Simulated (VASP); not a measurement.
```
TiB2
1.0
    1.51375    -2.62188     0.00000
    1.51375     2.62188     0.00000
    0.00000     0.00000     3.21568
Ti B
1 2
Direct
  0.00000   0.00000   0.00000
  0.33333   0.66667   0.50000
  0.66667   0.33333   0.50000
```

Computed with optB86b-vdW, VASP's PBE PAW potentials (set 64) (plane waves; VASP). Settings: 520 eV cut-off, 13×13×11 Γ-centred mesh, tetrahedra with Blöchl corrections, potentials Ti_sv B.

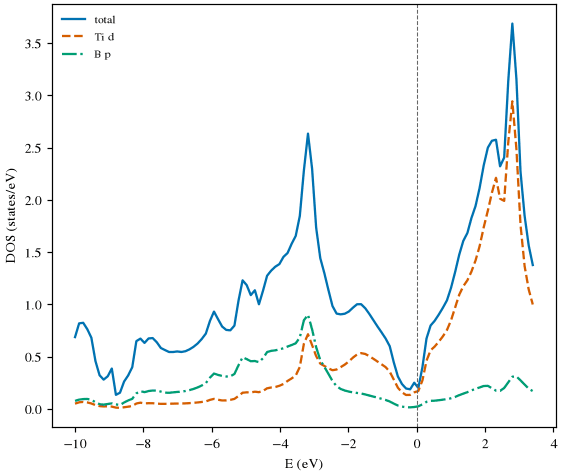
Figure: Total and projected density of states, zero at the Fermi level

Within 2 eV below the Fermi level the largest weight inside VASP's projection spheres is Ti d, then B p.

It has no gap at this level: it comes out as a metal or semimetal.

The compound is TiB2 in the AlB2 type structure. It was relaxed first.
